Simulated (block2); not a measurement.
# DMRG/6-31G(d) (functionals set, moving atoms (1, 2, 4)) run of [SiH3]− (SMILES [SiH3-])

Aim: an energy scan of [SiH3]−. Input form: a Python script.

Program for the calculation: block2 0.5.4.

## Step 1: The structure to begin with

[SiH3]− has 4 atoms, charge -1, and is taken as a singlet. As SMILES, `[SiH3-]`. The shape is that of a PBE0-D4/def2-TZVPD optimisation.

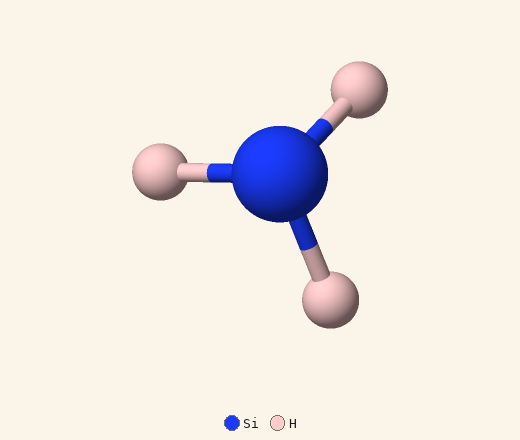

Viewed from a chosen angle; silicon blue, hydrogen pink.

## Step 2: The energy along one coordinate at DMRG/6-31G(d) (functionals set, moving atoms (1, 2, 4))

Contents of curve.py:

```python
import numpy as np
from pyscf import cc, dft, gto, mcscf, mp, scf
from pyblock2._pyscf.ao2mo import integrals as itg
from pyblock2.driver.core import DMRGDriver, SymmetryTypes

symbols = ["Si", "H", "H", "H"]
xyz = np.array([
    [0.539700, -0.050700, -0.300900],
    [0.426600, 0.622300, 1.085900],
    [-0.298500, -1.283700, 0.106800],
    [-0.667800, 0.712200, -0.891800],
])
i, j, moving = 2, 0, [0, 1, 3]
u = (xyz[j] - xyz[i]) / np.linalg.norm(xyz[j] - xyz[i])
r0 = np.linalg.norm(xyz[j] - xyz[i])
functionals = {"PBE0": "pbe0", "TPSSh": "tpssh", "CAM-B3LYP": "camb3lyp"}

def stable(mf, dm=None):
    for _ in range(4):
        mf.kernel(dm)
        if not mf.converged:
            mf = mf.newton().run(mf.mo_coeff, mf.mo_occ).undo_soscf()
        mo, _, ok, _ = mf.stability(return_status=True)
        if ok:
            break
        dm = mf.make_rdm1(mo, mf.mo_occ)
    return mf

def value(obj):
    return obj.e_tot if obj.converged else float("nan")

def exact(mf):
    ncas, n_elec, spin, ecore, h1e, g2e, orb_sym = itg.get_rhf_integrals(mf, ncore=5, ncas=19, pg_symm=False, g2e_symm=1)
    driver = DMRGDriver(scratch="./tmp", symm_type=SymmetryTypes.SU2, stack_mem=1500 << 20, n_threads=1)
    idx = driver.orbital_reordering(h1e, g2e)
    driver.initialize_system(n_sites=ncas, n_elec=n_elec, spin=spin)
    mpo = driver.get_qc_mpo(h1e=h1e, g2e=g2e, ecore=ecore, reorder=idx, iprint=0)
    occs = np.array([1.8] * 4 + [1.0] * 0 + [0.2] * 15)[idx]
    ket = driver.get_random_mps(tag="GS", bond_dim=100, occs=occs)
    e = driver.dmrg(mpo, ket, n_sweeps=16, tol=1e-6, bond_dims=[100] * 3 + [100] * 3 + [200] * 4, noises=[1e-4] * 4 + [1e-5] * 4 + [0], thrds=[1e-8] * 10, iprint=0)
    return e, driver.get_dmrg_results()[1][-1]

cols = ["RHF", "UHF", "MP2", "CCSD", "CCSD(T)", "UMP2", "UCCSD", "UCCSD(T)", "PBE0", "TPSSh", "CAM-B3LYP", "DMRG"]
rows, s2, dw = [], [], []
dm_r = None
distances = [1.2365, 1.3138, 1.4684, 1.5457, 1.7002, 2.0094, 3.0913]
for r in distances:
    x = xyz.copy()
    x[moving] += (r - r0) * u
    mol = gto.M(atom=list(zip(symbols, x)), basis="6-31g*", charge=-1, spin=0, verbose=0)
    rhf = scf.RHF(mol).set(conv_tol=1e-10, max_cycle=200)
    rhf.kernel(dm_r)
    if not rhf.converged:
        rhf = rhf.newton().run(rhf.mo_coeff, rhf.mo_occ)
    dm_r = rhf.make_rdm1()
    uhf = stable(scf.UHF(mol).set(conv_tol=1e-9, max_cycle=200))
    e = [value(rhf), value(uhf)]
    for ref in (rhf, uhf):
        c = cc.CCSD(ref, frozen=5).set(max_cycle=120).run()
        e += [mp.MP2(ref, frozen=5).run().e_tot, value(c), c.e_tot + c.ccsd_t() if c.converged else float("nan")]
    for xc in functionals.values():
        e.append(value(stable(dft.UKS(mol, xc=xc).set(conv_tol=1e-8, max_cycle=80), uhf.make_rdm1())))
    e_ref, w = exact(rhf)
    rows.append(e + [e_ref])
    s2.append(uhf.spin_square()[0])
    dw.append(w)
    print(f"r = {r:.4f} A  " + "  ".join(f"{k} {v:.6f}" for k, v in zip(cols, rows[-1])) + f"  <S^2>(UHF) {s2[-1]:.3f}" + f"  DW {w:.1e}", flush=True)
rows = np.array(rows)
print("\nenergies relative to r = 1.5457 A, kJ/mol")
print("r/A    " + "".join(f"{k:>10s}" for k in cols))
for r, row in zip(distances, rows):
    print(f"{r:<7.3f}" + "".join(f"{v:10.2f}" for v in (row - rows[3]) * 2625.49964))
print("\nnon-parallelity error against DMRG, kJ/mol")
for k, d in zip(cols[:-1], (rows[:, :-1] - rows[:, -1:]).T * 2625.49964):
    print(f"{k:>10s} {np.nanmax(d) - np.nanmin(d):10.3f}")
```

Command:

```sh
$ python curve.py
```

Log:

```text
r = 1.2365 A  RHF -290.564820  UHF -290.564820  MP2 -290.649744  CCSD -290.674047  CCSD(T) -290.676264  UMP2 -290.649744  UCCSD -290.674047  UCCSD(T) -290.676264  PBE0 -291.076342  TPSSh -291.229660  CAM-B3LYP -291.205007  DMRG -290.676132  <S^2>(UHF) 0.000  DW 2.4e-05
r = 1.3138 A  RHF -290.585455  UHF -290.585455  MP2 -290.670444  CCSD -290.694949  CCSD(T) -290.697181  UMP2 -290.670444  UCCSD -290.694949  UCCSD(T) -290.697181  PBE0 -291.096862  TPSSh -291.249846  CAM-B3LYP -291.225157  DMRG -290.697199  <S^2>(UHF) 0.000  DW 3.7e-05
r = 1.4684 A  RHF -290.603432  UHF -290.603432  MP2 -290.688654  CCSD -290.713716  CCSD(T) -290.716006  UMP2 -290.688654  UCCSD -290.713716  UCCSD(T) -290.716006  PBE0 -291.115157  TPSSh -291.267588  CAM-B3LYP -291.242861  DMRG -290.716215  <S^2>(UHF) 0.000  DW 1.6e-05
r = 1.5457 A  RHF -290.604960  UHF -290.604960  MP2 -290.690302  CCSD -290.715723  CCSD(T) -290.718056  UMP2 -290.690302  UCCSD -290.715723  UCCSD(T) -290.718056  PBE0 -291.117023  TPSSh -291.269256  CAM-B3LYP -291.244490  DMRG -290.718129  <S^2>(UHF) 0.000  DW 4.7e-05
r = 1.7002 A  RHF -290.599774  UHF -290.599774  MP2 -290.685306  CCSD -290.711620  CCSD(T) -290.714071  UMP2 -290.685306  UCCSD -290.711620  UCCSD(T) -290.714071  PBE0 -291.112658  TPSSh -291.264675  CAM-B3LYP -291.239740  DMRG -290.714163  <S^2>(UHF) 0.000  DW 6.2e-05
r = 2.0094 A  RHF -290.575549  UHF -290.575549  MP2 -290.661358  CCSD -290.690179  CCSD(T) -290.692996  UMP2 -290.661358  UCCSD -290.690179  UCCSD(T) -290.692996  PBE0 -291.089992  TPSSh -291.242214  CAM-B3LYP -291.216547  DMRG -290.693683  <S^2>(UHF) 0.000  DW 9.8e-06
r = 3.0913 A  RHF -290.496063  UHF -290.517934  MP2 -290.584452  CCSD -290.624712  CCSD(T) -290.630823  UMP2 -290.591535  UCCSD -290.623463  UCCSD(T) -290.627859  PBE0 -291.019391  TPSSh -291.173956  CAM-B3LYP -291.145445  DMRG -290.630818  <S^2>(UHF) 0.803  DW 4.1e-05

energies relative to r = 1.5457 A, kJ/mol
r/A           RHF       UHF       MP2      CCSD   CCSD(T)      UMP2     UCCSD  UCCSD(T)      PBE0     TPSSh CAM-B3LYP      DMRG
1.236      105.39    105.39    106.49    109.42    109.73    106.49    109.42    109.73    106.81    103.96    103.66    110.26
1.314       51.21     51.21     52.14     54.54     54.81     52.14     54.54     54.81     52.93     50.96     50.76     54.95
1.468        4.01      4.01      4.33      5.27      5.38      4.33      5.27      5.38      4.90      4.38      4.28      5.03
1.546        0.00      0.00      0.00      0.00      0.00      0.00      0.00      0.00      0.00      0.00      0.00      0.00
1.700       13.62     13.62     13.12     10.77     10.46     13.12     10.77     10.46     11.46     12.03     12.47     10.41
2.009       77.22     77.22     75.99     67.07     65.80     75.99     67.07     65.80     70.97     71.00     73.37     64.19
3.091      285.91    228.49    277.91    238.95    229.03    259.31    242.23    236.81    256.33    250.21    260.04    229.24

non-parallelity error against DMRG, kJ/mol
       RHF     61.547
       UHF     17.909
       MP2     52.453
      CCSD     10.556
   CCSD(T)      2.148
      UMP2     33.855
     UCCSD     13.836
  UCCSD(T)      8.114
      PBE0     30.554
     TPSSh     27.279
 CAM-B3LYP     37.408
```

Run time: 29 min. Hardware: 1 thread of Arm Neoverse V2, shared host; peak memory 0.72 GiB.

Energies in eV from each method's first point:

```
distance (Å)    RHF    UHF    MP2   CCSD  CCSD(T)   UMP2  UCCSD  UCCSD(T)   PBE0  TPSSh  CAM-B3LYP   DMRG
       1.236   0.00   0.00   0.00   0.00     0.00   0.00   0.00      0.00   0.00   0.00       0.00   0.00
       1.314  -0.56  -0.56  -0.56  -0.57    -0.57  -0.56  -0.57     -0.57  -0.56  -0.55      -0.55  -0.57
       1.468  -1.05  -1.05  -1.06  -1.08    -1.08  -1.06  -1.08     -1.08  -1.06  -1.03      -1.03  -1.09
       1.546  -1.09  -1.09  -1.10  -1.13    -1.14  -1.10  -1.13     -1.14  -1.11  -1.08      -1.07  -1.14
       1.700  -0.95  -0.95  -0.97  -1.02    -1.03  -0.97  -1.02     -1.03  -0.99  -0.95      -0.95  -1.03
       2.009  -0.29  -0.29  -0.32  -0.44    -0.46  -0.32  -0.44     -0.46  -0.37  -0.34      -0.31  -0.48
       3.091   1.87   1.28   1.78   1.34     1.24   1.58   1.38      1.32   1.55   1.52       1.62   1.23
```

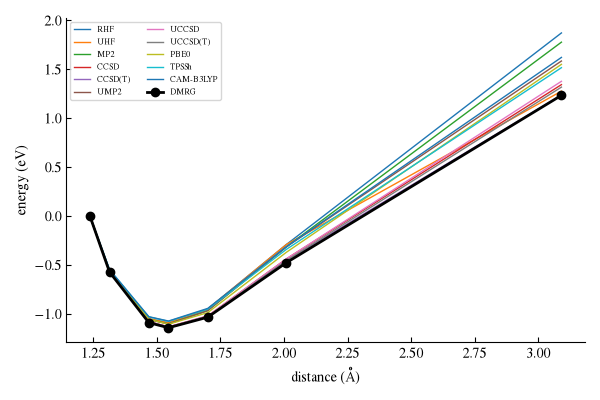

The curves of all methods.
